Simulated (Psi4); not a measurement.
**CH6ClNSi (SMILES C[SiH](N)Cl): revPBE/6-31G(d) (spherical functions)**

What is the energy change on altering one bond length of CH6ClNSi at revPBE/6-31G* (spherical functions)? 

The calculation is run with Psi4 1.11.

5 further runs of the same task are left out: 4 that didn't finish, 1 set aside as unsound or not needed.

**1. The structure to begin with**

The species is CH6ClNSi (10 atoms), meant as a singlet with charge 0. As SMILES, `C[SiH](N)Cl`. The shape is that of a PBE0-D4/def2-TZVP optimisation. This is one conformer, not always the lowest.

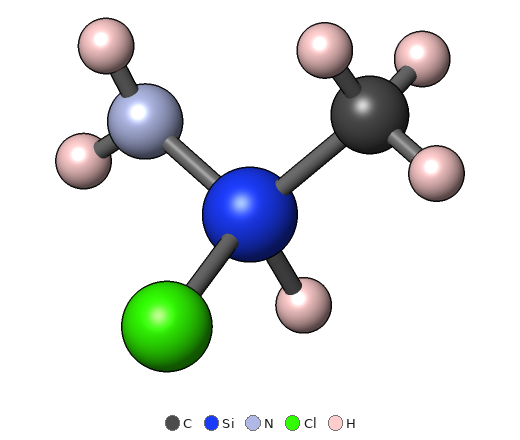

Viewed from a chosen angle; carbon dark grey, silicon blue, nitrogen light blue, chlorine green, hydrogen pink.

**2. A single-point energy at revPBE/6-31G(d) (spherical functions)**

File ch6clnsi.py:

```python
import psi4

psi4.set_memory('2200 MB')
psi4.set_num_threads(1)
psi4.core.set_output_file('run.log', False)

m = psi4.geometry("""
0 1
C     -1.74667386     1.81470400    -0.81182634
Si    -0.10506877    -1.20488938    -0.13870590
N      2.26918313    -0.71658415     1.98572421
Cl     1.12419807    -2.63144363    -3.59199142
H     -3.25032893     1.52973330    -2.19510587
H     -2.56908267     2.58835787     0.91651717
H     -0.42877886     3.20176297    -1.59001556
H     -1.76972852    -3.19269229     0.91198183
H      3.49126902     0.72300922     1.73401269
H      3.14204763    -2.20852292     2.78507836
units bohr
symmetry c1
""")

options = {'puream': True, 'e_convergence': 1e-09, 'd_convergence': 1e-08, 'scf_type': 'pk', 'dft_radial_points': 99, 'dft_spherical_points': 590}
psi4.set_options(options)

e, wfn = psi4.energy('revpbe/6-31G*', return_wfn=True)
print('E =', round(e, 9))
for k, v in sorted(psi4.core.scalar_variables().items()):
    print(f'{k:45s} {v:18.10f}')
```

Run with:

```console
$ python ch6clnsi.py
```

run.log:

```text
[...]
  Running in c1 symmetry.
[...]
  Nuclear repulsion =  222.145996778772059
[...]
  Multiplicity = 1
[...]
  Nalpha       = 25
  Nbeta        = 25
[...]
    Number of basis functions: 76
[...]
   @RKS iter   1:  -845.51820965751676    1.03616e-01   1.35008e-02 ADIIS/DIIS
[...]
   @RKS iter  12:  -846.02513079803737   -6.82121e-13   7.58747e-09 DIIS
[...]
    Orbital Energies [Eh]
    ---------------------
    Doubly Occupied:
       1A   -100.642375     2A    -65.449954     3A    -13.996593
       4A     -9.889122     5A     -9.147080     6A     -6.963066
       7A     -6.956689     8A     -6.956508     9A     -5.080874
      10A     -3.488598    11A     -3.485876    12A     -3.484632
      13A     -0.785203    14A     -0.728303    15A     -0.636991
      16A     -0.470486    17A     -0.451386    18A     -0.380198
      19A     -0.371344    20A     -0.346607    21A     -0.319841
      22A     -0.306354    23A     -0.268123    24A     -0.253496
      25A     -0.224264
[...]
  @RKS Final Energy:  -846.02513079803737
   => Energetics <=
    Nuclear Repulsion Energy =            222.1459967787720586
    One-Electron Energy =               -1608.7060719802148014
    Two-Electron Energy =                 604.2198484687030486
    DFT Exchange-Correlation Energy =     -63.6849040652977081
    Empirical Dispersion Energy =           0.0000000000000000
    VV10 Nonlocal Energy =                  0.0000000000000000
    Total Energy =                       -846.0251307980373667
[...]
 Multipole Moments:
 ------------------------------------------------------------------------------------
     Multipole            Electronic (a.u.)      Nuclear  (a.u.)        Total (a.u.)
 ------------------------------------------------------------------------------------
 L = 1.  Multiply by 2.5417464519 to convert [e a0] to [Debye]
 Dipole X            :          2.6612030           -2.4423036            0.2188994
 Dipole Y            :         -4.9533154            5.5045785            0.5512631
 Dipole Z            :         -5.1530121            5.8733932            0.7203811
 Magnitude           :                                                    0.9331435
[...]
```

The script printed:

```text
E = -846.025130798
CURRENT ENERGY                                   -846.0251307980
CURRENT REFERENCE ENERGY                         -846.0251307980
DD SOLVATION ENERGY                                 0.0000000000
DFT FUNCTIONAL TOTAL ENERGY                      -846.0251307980
DFT TOTAL ENERGY                                 -846.0251307980
DFT VV10 ENERGY                                     0.0000000000
DFT XC ENERGY                                     -63.6849040653
GRID ELECTRONS ALPHA                               24.9999996961
GRID ELECTRONS BETA                                24.9999996961
GRID ELECTRONS TOTAL                               49.9999993922
NUCLEAR REPULSION ENERGY                          222.1459967788
ONE-ELECTRON ENERGY                             -1608.7060719802
PCM POLARIZATION ENERGY                             0.0000000000
PE ENERGY                                           0.0000000000
SCF ITERATION ENERGY                             -846.0251307980
SCF ITERATIONS                                     12.0000000000
SCF TOTAL ENERGY                                 -846.0251307980
TWO-ELECTRON ENERGY                               604.2198484687
XC GRID RADIAL POINTS                              99.0000000000
XC GRID SPHERICAL POINTS                          590.0000000000
XC GRID TOTAL POINTS                           550694.0000000000
```

Run time: 22 s. Hardware: 1 thread of Intel Xeon Platinum 8259CL at 2.50GHz (Skylake/Cascade Lake), shared host; peak memory 1.3 GiB.

**3. The distorted shape at the same level**

File input.json:

```json
{
 "schema_name": "qcschema_input",
 "schema_version": 1,
 "molecule": {
  "schema_name": "qcschema_molecule",
  "schema_version": 2,
  "symbols": ["C", "Si", "N", "Cl", "H", "H", "H", "H", "H", "H"],
  "geometry": [-1.93108656, 2.02871359, -0.29377115, -0.28948148, -0.99087978, 0.37934929, 2.08477043, -0.50257455, 2.5037794, 1.12419807, -2.63144363, -3.59199142, -3.43474164, 1.74374289, -1.67705068, -2.75349537, 2.80236747, 1.43457236, -0.61319156, 3.41577257, -1.07196037, -1.95414122, -2.97868269, 1.43003702, 3.30685631, 0.93701881, 2.25206788, 2.95763492, -1.99451333, 3.30313355],
  "molecular_charge": 0,
  "molecular_multiplicity": 1,
  "fix_symmetry": "c1",
  "fix_com": true,
  "fix_orientation": true
 },
 "driver": "energy",
 "model": {
  "method": "revpbe",
  "basis": "6-31G*"
 },
 "keywords": {
  "reference": "rks",
  "puream": true,
  "e_convergence": 1e-09,
  "d_convergence": 1e-08,
  "scf_type": "pk",
  "dft_radial_points": 99,
  "dft_spherical_points": 590,
  "scf_properties": ["MAYER_INDICES", "WIBERG_LOWDIN_INDICES", "DIPOLE"]
 }
}
```

Run with:

```console
$ psi4 --qcschema input.json -n 1 --memory 2200MB
```

stdout:

```text
[...]
  Running in c1 symmetry.
[...]
  Nuclear repulsion =  210.288818378948520
[...]
  Multiplicity = 1
[...]
  Nalpha       = 25
  Nbeta        = 25
[...]
    Number of basis functions: 76
[...]
   @RKS iter   1:  -845.52053048760843   -7.10170e-02   1.33368e-02 ADIIS/DIIS
[...]
   @RKS iter  13:  -846.01360843591885    0.00000e+00   1.40822e-09 DIIS
[...]
    Orbital Energies [Eh]
    ---------------------
    Doubly Occupied:
       1A   -100.626332     2A    -65.469909     3A    -14.015006
       4A     -9.901912     5A     -9.126729     6A     -6.943671
       7A     -6.936519     8A     -6.936395     9A     -5.098866
      10A     -3.506954    11A     -3.503881    12A     -3.502531
      13A     -0.799397    14A     -0.685456    15A     -0.648364
      16A     -0.481741    17A     -0.465458    18A     -0.384958
      19A     -0.379733    20A     -0.350866    21A     -0.308440
      22A     -0.303141    23A     -0.248424    24A     -0.236293
      25A     -0.232215
[...]
  @RKS Final Energy:  -846.01360843591885
   => Energetics <=
    Nuclear Repulsion Energy =            210.2888183789485197
    One-Electron Energy =               -1584.9972592054284632
    Two-Electron Energy =                 592.3069974495101633
    DFT Exchange-Correlation Energy =     -63.6121650589490386
    Empirical Dispersion Energy =           0.0000000000000000
    VV10 Nonlocal Energy =                  0.0000000000000000
    Total Energy =                       -846.0136084359188544
[...]
 Multipole Moments:
 ------------------------------------------------------------------------------------
     Multipole            Electronic (a.u.)      Nuclear  (a.u.)        Total (a.u.)
 ------------------------------------------------------------------------------------
 L = 1.  Multiply by 2.5417464519 to convert [e a0] to [Debye]
 Dipole X            :        -15.5321606           15.5744216            0.0422610
 Dipole Y            :         46.8559376          -46.0268932            0.8290443
 Dipole Z            :         35.6354822          -34.3183354            1.3171468
 Magnitude           :                                                    1.5569124
[...]
```

The result, in JSON:

```text
{
 "driver": "energy",
 "model": {
  "method": "revpbe",
  "basis": "6-31G*"
 },
 "success": true,
 "return_result": -846.0136084359189,
 "properties": {
  "calcinfo_nbasis": 76,
  "calcinfo_nmo": 76,
  "calcinfo_nalpha": 25,
  "calcinfo_nbeta": 25,
  "calcinfo_natom": 10,
  "nuclear_repulsion_energy": 210.28881837894852,
  "return_energy": -846.0136084359189,
  "scf_one_electron_energy": -1584.9972592054285,
  "scf_two_electron_energy": 592.3069974495102,
  "scf_xc_energy": -63.61216505894904,
  "scf_dipole_moment": [0.04226100461617399, 0.8290443468909174, 1.3171467713888205],
  "scf_total_energy": -846.0136084359189,
  "scf_iterations": 13
 }
}
```

Wall time 23 s (1 thread of Intel Xeon Platinum 8259CL at 2.50GHz (Skylake/Cascade Lake), shared host); peak memory 1.3 GiB.

**4. Outcome**

At revPBE/6-31G* (spherical functions):

```
                                                           quantity          value
                                          first shape: total energy  -846.02513 Eh
                                         first shape: dipole moment         2.37 D
                                           first shape: HOMO energy       -6.10 eV
                                           first shape: LUMO energy        0.70 eV
                                         first shape: HOMO–LUMO gap        6.80 eV
                                      distorted shape: total energy  -846.01361 Eh
                                     distorted shape: dipole moment         3.96 D
                                       distorted shape: HOMO energy       -6.32 eV
                                       distorted shape: LUMO energy       -0.73 eV
                                     distorted shape: HOMO–LUMO gap        5.58 eV
energy change with the Si2–Cl4 bond stretched from 2.081 to 2.394 Å       0.314 eV
```

What this shows: With the Si2–Cl4 bond stretched from 2.081 to 2.394 Å the energy rises by 0.31 eV (7.2 kcal/mol). The first shape isn't relaxed at this level, so the change isn't measured from a minimum.
